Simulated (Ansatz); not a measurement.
# TiGeSb (P4/nmm): equation of state with a fit

Where is the equilibrium volume of TiGeSb (P4/nmm), and how stiff is it? The task is an equation of state with a fit, for TiGeSb (P4/nmm).

Computed with Ansatz 0.2.0 through its Python package. Level of theory: DFT LDA, plane waves, PAW.

## Step 1: The structure

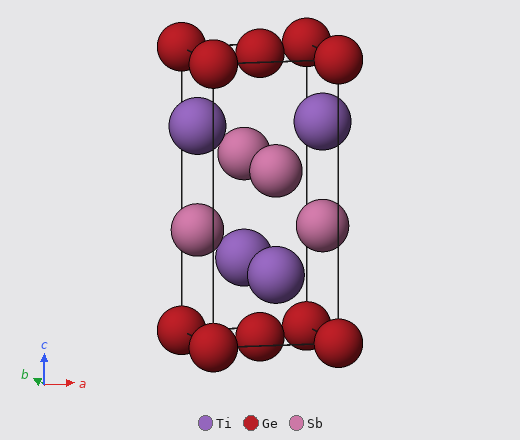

The starting structure, viewed slightly off an axis; titanium purple, germanium red, antimony pink. Atoms on cell faces are repeated.

No structure file is read: the coordinates are typed or built in the script.

## Step 2: Script

eos.py

```python
import warnings

import ansatz as az
import numpy as np
from pymatgen.analysis.eos import EOS

VECTORS = np.array([
    [3.7022, 0.0, 0.0],
    [0.0, 3.7022, 0.0],
    [0.0, 0.0, 8.2137],
])
SITES = [
    ('Ti', [0.5, 0.0, 0.24875]),
    ('Ti', [0.0, 0.5, 0.75125]),
    ('Ge', [0.0, 0.0, 0.0]),
    ('Ge', [0.5, 0.5, 0.0]),
    ('Sb', [0.5, 0.0, 0.61556]),
    ('Sb', [0.0, 0.5, 0.38444]),
]


def crystal_on(cell):
    crystal = az.Crystal(lattice=az.Lattice.of(cell))
    for symbol, position in SITES:
        crystal = crystal.atom(symbol, position)
    return crystal

warnings.simplefilter('ignore', az.DeckWarning)

volumes, energies, pressures = [], [], []
for scale in np.linspace(0.92, 1.08, 7):
    cell = VECTORS * scale ** (1 / 3)
    model = (
        crystal_on(cell).calculation()
        .occupations('Fermi-Dirac', width=50 * az.meV)
        .functional(az.Functional.LDA)
        .basis(500)
        .kpoints(6, 6, 3)
        .stress()
    )
    summary = model.run().report
    volumes.append(abs(np.linalg.det(cell)) / len(SITES))
    energies.append(summary['free_energy_ev'] / len(SITES))
    pressures.append(np.trace(summary['stress_gpa']) / 3)
    print(f'V = {volumes[-1]:8.4f} A^3/atom  F = {energies[-1]:.5f} eV/atom  P = {pressures[-1]:8.3f} GPa')

for form in ['murnaghan']:
    fit = EOS(eos_name=form).fit(volumes, energies)
    print(f'{form:18s} V0 {fit.v0:8.4f} A^3/atom  B0 {fit.b0_GPa:7.1f} GPa  B1 {fit.b1:5.2f}')
```

## Step 3: What the engine is handed

The package turns the script's settings into the engine's input (first run):

```yaml
crystal:
  lattice:
    - [3.6007183524274486, 0.0, 0.0]
    - [0.0, 3.6007183524274486, 0.0]
    - [0.0, 0.0, 7.988552841913817]
  atoms:
    - { symbol: Ti, position: [0.5, 0.0, 0.24875] }
    - { symbol: Ti, position: [0.0, 0.5, 0.75125] }
    - { symbol: Ge, position: [0.0, 0.0, 0.0] }
    - { symbol: Ge, position: [0.5, 0.5, 0.0] }
    - { symbol: Sb, position: [0.5, 0.0, 0.61556] }
    - { symbol: Sb, position: [0.0, 0.5, 0.38444] }
basis:
  ecutwfc: 500.0
kpoints:
  mp_grid:
    grid: [6, 6, 3]
hamiltonian:
  xc: lda
scf:
  occupations:
    method: fermi_dirac
    width: 0.05
output:
  stress: true
```

## Step 4: Running it

Started as:

```
$ python eos.py
```

Standard output:

```text
V =  17.2622 A^3/atom  F = -4334.47523 eV/atom  P =    4.257 GPa
V =  17.7625 A^3/atom  F = -4334.48263 eV/atom  P =    0.575 GPa
V =  18.2629 A^3/atom  F = -4334.47937 eV/atom  P =   -2.580 GPa
V =  18.7632 A^3/atom  F = -4334.46699 eV/atom  P =   -5.281 GPa
V =  19.2636 A^3/atom  F = -4334.44679 eV/atom  P =   -7.593 GPa
V =  19.7639 A^3/atom  F = -4334.41991 eV/atom  P =   -9.570 GPa
V =  20.2643 A^3/atom  F = -4334.38732 eV/atom  P =  -11.255 GPa
murnaghan          V0  17.8470 A^3/atom  B0   118.7 GPa  B1  4.81
```

It took 49 s on 1 thread of Arm Neoverse V2, shared host; peak memory 0.61 GiB.

## Step 5: Inputs of later runs

The engine's inputs for some of the other runs:

Run 2, against run 1:

```diff
@@ -3,3 +3,3 @@
-    - [3.6007183524274486, 0.0, 0.0]
-    - [0.0, 3.6007183524274486, 0.0]
-    - [0.0, 0.0, 7.988552841913817]
+    - [3.635177081131599, 0.0, 0.0]
+    - [0.0, 3.635177081131599, 0.0]
+    - [0.0, 0.0, 8.06500296885382]
```

Run 3, against run 1:

```diff
@@ -3,3 +3,3 @@
-    - [3.6007183524274486, 0.0, 0.0]
-    - [0.0, 3.6007183524274486, 0.0]
-    - [0.0, 0.0, 7.988552841913817]
+    - [3.668994623846354, 0.0, 0.0]
+    - [0.0, 3.668994623846354, 0.0]
+    - [0.0, 0.0, 8.140030560717086]
```

Run 7, against run 1:

```diff
@@ -3,3 +3,3 @@
-    - [3.6007183524274486, 0.0, 0.0]
-    - [0.0, 3.6007183524274486, 0.0]
-    - [0.0, 0.0, 7.988552841913817]
+    - [3.7984037698718804, 0.0, 0.0]
+    - [0.0, 3.7984037698718804, 0.0]
+    - [0.0, 0.0, 8.42713765993103]
```

## Step 6: The runs side by side

The 7 runs, in the order started:

```csv
run,volume (Å³/atom),energy from run 2 (meV/atom),pressure (GPa),SCF cycles,CPU time (s)
1,17.262,7.40,4.26,7,6.1
2,17.763,0.00,0.57,7,6
3,18.263,3.26,-2.58,7,6.2
4,18.763,15.64,-5.28,7,6.7
5,19.264,35.84,-7.59,8,6.9
6,19.764,62.72,-9.57,8,7.4
7,20.264,95.31,-11.26,8,7.4
```

Energies are free energies F = E - TS of the smeared occupations. 

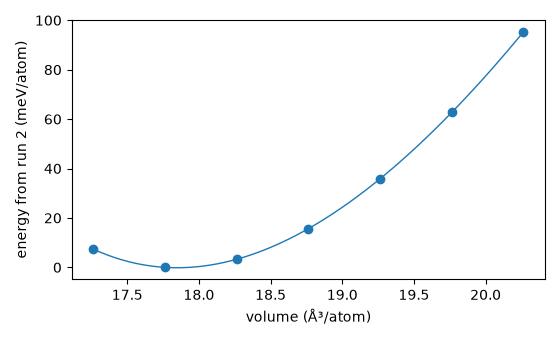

Energy against volume; the line is a third-order Birch-Murnaghan fit.

## Step 7: Results

| quantity | value |
| --- | --- |
| runs compared | 7 |
| range of energy | 95.31 meV/atom |
| lowest point, volume (Å³/atom) | 17.763 |
| equilibrium volume (fit) | 17.85 Å³/atom |
| bulk modulus (fit) | 118 GPa |

**Reading.** A third-order Birch-Murnaghan fit through the 7 points (the script's own form differs a little) has its minimum at 17.85 Å³ an atom, 4.9 % below the typed cell, with a bulk modulus of 118 GPa and dB/dP = 4.6. From that minimum the energy rises by 7.6 meV an atom on the compressed side and 95.5 meV on the expanded side. The window is off centre, so dB/dP is rough. Reading the output:
- Shape and fractional positions are held along the curve, so the bulk modulus is an upper value where they are free to relax.
- The mesh is modest for a metal, so energies can be off by several to tens of meV an atom and pressures by half a GPa or more; differences at equal mesh fare better.
- Pressure is positive in compression.
- At these settings the cell as given stands under about -5 GPa, so it isn't at this functional's equilibrium volume.
